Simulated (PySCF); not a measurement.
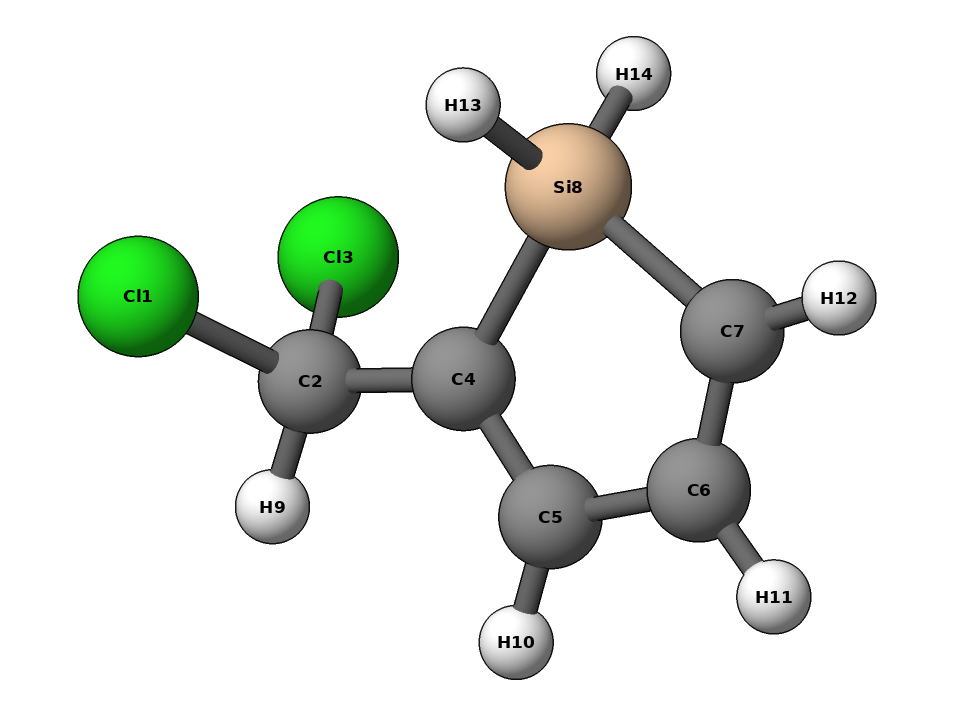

The geometry was computed by an optimisation with GFN2-xTB. No frequency run is at hand to confirm it as a minimum. Properties computed with GIAO PBE0/pcSseg-1 NMR shielding, non-relativistic, gas phase (PySCF 2.14.0). Principal shieldings σ11 ≤ σ22 ≤ σ33, span Ω = σ33 − σ11, skew κ = 3(σiso − σ22)/Ω.

Give the shielding tensors of the Si atoms.

```csv
atom,σ11,σ22,σ33,σiso,Ω,κ
Si8,341.3,401.6,451.3,398.1,110.0,−0.10
```

Shieldings and span in ppm.

The geometry is semi-empirical. Around Si such bond lengths and angles can be off by a tenth of an ångström or more and by several degrees, and values that hang on the shape move with them.
